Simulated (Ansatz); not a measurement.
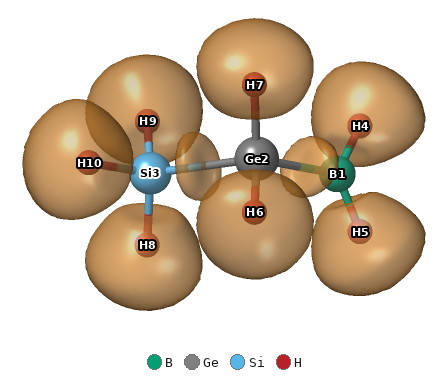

Figure 1: BGeH7Si (SMILES [BH2][GeH2][SiH3]). Isosurface of the ELF at 0.85 (orange), seen from one side. Only the valence region is drawn (cores and ρ < 0.01 e/Å³ removed).

Geometry: B3LYP-D3(BJ)/def2-SVP.

Theory: Ansatz, isolated molecule in a Gaussian basis; Kohn-Sham density functional theory, functional PBE0.

Input

```
crystal:
  periodic: [false, false, false]
  atoms:
    - symbol: B
      position_ang: [-0.591377, -0.539074, -3.453171]
    - symbol: Ge
      position_ang: [0.348589, 0.609721, -2.038007]
    - symbol: Si
      position_ang: [-1.349381, 2.019378, -1.064668]
    - symbol: H
      position_ang: [-0.718635, -0.136209, -4.581678]
    - symbol: H
      position_ang: [-1.097993, -1.589787, -3.150950]
    - symbol: H
      position_ang: [0.973929, -0.201313, -0.879994]
    - symbol: H
      position_ang: [1.435250, 1.549413, -2.608989]
    - symbol: H
      position_ang: [-2.414086, 1.183878, -0.435732]
    - symbol: H
      position_ang: [-1.973144, 2.875029, -2.116333]
    - symbol: H
      position_ang: [-0.744605, 2.898406, -0.021532]
basis:
  gaussian:
    orbitals: def2-TZVPD
hamiltonian:
  xc: pbe0
output: {forces: true, orbitals: {seedname: orbitals}}
```

Launched as:

```sh
ansatz run input.yaml --threads 2 --pin off --max-ram 4350MiB --events-out events.jsonl --progress --plain --runs-dir runs
```

Question: Describe the localisation domains.

Answer: The surface consists of one region between bonded B–Ge atoms (shared pairs), one region between bonded Ge–Si atoms (shared pairs) and seven regions around hydrogen nuclei.

Values along the shortest contacts:
Ge–B (2.05 Å): the ELF peaks at about 0.95 between the atoms; a covalent bond. Si–Ge (2.41 Å): the ELF peaks at about 0.95 between the atoms (a shared electron pair).
